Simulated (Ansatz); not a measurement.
# C2H5AlO (SMILES [CH3][Al]1[CH2][O]1) at B2PLYP/6-31G(d) (spherical functions)

Aim: the energy change on altering one bond length of C2H5AlO at B2PLYP/6-31G* (spherical functions), from 2 runs. 

The results are computed with Ansatz 0.2.0.

82 further runs of the same task are left out: 82 set aside as unsound or not needed.

**1. The system as given**

C2H5AlO has 9 atoms, charge 0, and is taken as a singlet. SMILES: `[CH3][Al]1[CH2][O]1`. Geometry: relaxed at PBE0-D4/def2-TZVP.

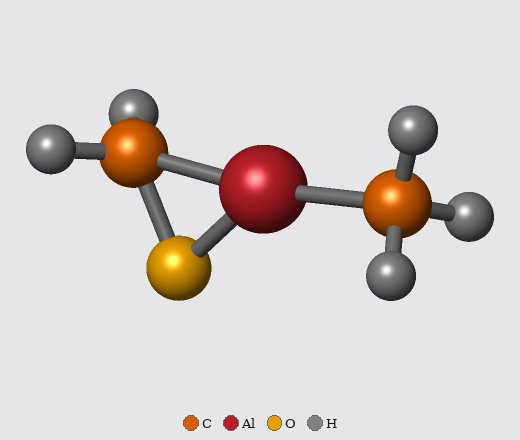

Viewed from a chosen angle; carbon orange, aluminium red, oxygen amber, hydrogen grey.

**2. The energy at B2PLYP/6-31G(d) (spherical functions)**

The input, input.yaml:

```yaml
crystal:
  periodic: [false, false, false]
  atoms:
    - symbol: C
      position_ang: [-0.670900, 1.320200, -1.081500]
    - symbol: Al
      position_ang: [0.051300, -0.076700, 0.044200]
    - symbol: C
      position_ang: [0.678700, -1.280200, 1.349300]
    - symbol: O
      position_ang: [0.789300, -1.609500, -0.097900]
    - symbol: H
      position_ang: [0.039700, 1.575000, -1.872100]
    - symbol: H
      position_ang: [-0.900200, 2.226000, -0.517500]
    - symbol: H
      position_ang: [-1.591200, 0.976800, -1.562100]
    - symbol: H
      position_ang: [0.038500, -1.980500, 1.887700]
    - symbol: H
      position_ang: [1.653200, -1.197400, 1.832800]
basis:
  gaussian:
    orbitals: 6-31G_st_-spherical.json
hamiltonian:
  xc: {name: B2PLYP}
correlation:
  frozen_orbitals: {Al: 5, C: 1, H: 0, O: 1}
accuracy: high
output:
  orbitals: {seedname: orbitals}
```

The basis set 6-31G* is read from a file made from the Basis Set Exchange's data (not shown).

Command:

```sh
ansatz run input.yaml --threads 1 --pin off --max-ram 3480MiB --events-out events.jsonl --progress --plain --runs-dir runs
```

Standard output:

```text
Warning: RAYON_NUM_THREADS=1 ignored (pool sized by the plan → 1); use --threads N
Functional definition: B2PLYP
  name "B2PLYP"
  parameter a = 0.53
  parameter c = 0.27
  exchange = (1 - a)*b88_x + a*exact_x
  correlation = (1 - c)*lyp_c + c*(mp2_os + mp2_ss)
1640 factors; integrals over basis functions are off by at most 8.4e-9 eV
mean field evaluation 1: about -10779.0496 eV, gradient 5.4e1 eV
mean field evaluation 2: about -10779.4694 eV, gradient 5.4e1 eV
mean field evaluation 4: about -10785.4979 eV, gradient 1.2e1 eV
mean field evaluation 8: about -10785.8133 eV, gradient 5.1e-1 eV
mean field evaluation 16: about -10785.8143 eV, gradient 9.0e-5 eV
mean field -10785.81426419 eV, -396.3713633215 hartree, gradient 2.6e-8 eV, S^2 0.000000; 0 other end points of the search recorded, 0 dependent functions left out
8 core orbitals not correlated: weight in the atoms' cores, before any rotation towards them, 1.000 or more for the frozen orbitals, at most 0.000 for the correlated occupied ones
reference -10785.81429021 eV, -396.3713642776 hartree; 11, 11 occupied and 51, 51 virtual orbitals, 1640 factors
second order -16.69195469 eV of doubles, -0.00000000 eV of singles
Total energy: -10790.32111797 eV, -396.5369871431 hartree
```

Run time: 9.6 s. Hardware: 1 thread of Arm Neoverse V2, shared host; peak memory 0.21 GiB.

**3. The distorted shape at the same level**

The input, molecule.yaml:

```yaml
crystal:
  periodic: [false, false, false]
  atoms:
    - {symbol: C, position_ang: [-0.556249, 0.867297, -1.363502]}
    - {symbol: Al, position_ang: [0.165951, -0.529603, -0.237802]}
    - {symbol: C, position_ang: [0.793351, -1.733103, 1.067298]}
    - {symbol: O, position_ang: [0.903951, -2.062403, -0.379902]}
    - {symbol: H, position_ang: [0.154351, 1.122097, -2.154102]}
    - {symbol: H, position_ang: [-0.900200, 2.226000, -0.517500]}
    - {symbol: H, position_ang: [-1.476549, 0.523897, -1.844102]}
    - {symbol: H, position_ang: [0.153151, -2.433403, 1.605698]}
    - {symbol: H, position_ang: [1.767851, -1.650303, 1.550798]}
basis:
  gaussian:
    orbitals: 6-31G_st_-spherical.json
hamiltonian:
  xc: {name: B2PLYP}
accuracy: high
correlation:
  frozen_orbitals: {Al: 5, C: 1, H: 0, O: 1}
output:
  orbitals: {seedname: orbitals}
```

The basis set 6-31G* is read from a file made from the Basis Set Exchange's data (not shown).

Command:

```sh
ansatz run molecule.yaml --threads 1 --pin off --max-ram 3480MiB --events-out events.jsonl --progress --plain --runs-dir runs
```

Standard output, shortened:

```text
Warning: RAYON_NUM_THREADS=1 ignored (pool sized by the plan → 1); use --threads N
[... 2 set-up lines as earlier in the session ...]
[...]
1640 factors; integrals over basis functions are off by at most 8.5e-9 eV
[...]
mean field -10783.64950195 eV, -396.2918097767 hartree, gradient 5.3e-8 eV, S^2 0.000000; 0 other end points of the search recorded, 0 dependent functions left out
8 core orbitals not correlated: weight in the atoms' cores, before any rotation towards them, 1.000 or more for the frozen orbitals, at most 0.000 for the correlated occupied ones
reference -10783.64952880 eV, -396.2918107633 hartree; 11, 11 occupied and 51, 51 virtual orbitals, 1640 factors
second order -17.04348483 eV of doubles, -0.00000000 eV of singles
Total energy: -10788.25126971 eV, -396.4609216224 hartree
```

It took 9 s on 1 thread of Arm Neoverse V2, shared host; peak memory 0.21 GiB.

**4. Summary of results**

Level: B2PLYP/6-31G* (spherical functions), 8 core orbitals frozen.

| quantity | value |
| --- | --- |
| first shape: total energy | -396.53699 Eh |
| first shape: HOMO energy (SCF part's orbitals) | -7.12 eV |
| first shape: LUMO energy (SCF part's orbitals) | 0.66 eV |
| first shape: HOMO–LUMO gap (SCF part's orbitals) | 7.78 eV |
| distorted shape: total energy | -396.46092 Eh |
| distorted shape: HOMO energy (SCF part's orbitals) | -7.17 eV |
| distorted shape: LUMO energy (SCF part's orbitals) | 0.22 eV |
| distorted shape: HOMO–LUMO gap (SCF part's orbitals) | 7.40 eV |
| energy change with the C1–H6 bond stretched from 1.091 to 1.637 Å | 2.070 eV |

**Reading.** With the C1–H6 bond stretched from 1.091 to 1.637 Å the energy rises by 2.07 eV (48 kcal/mol). The first shape isn't relaxed at this level, so the change isn't measured from a minimum.
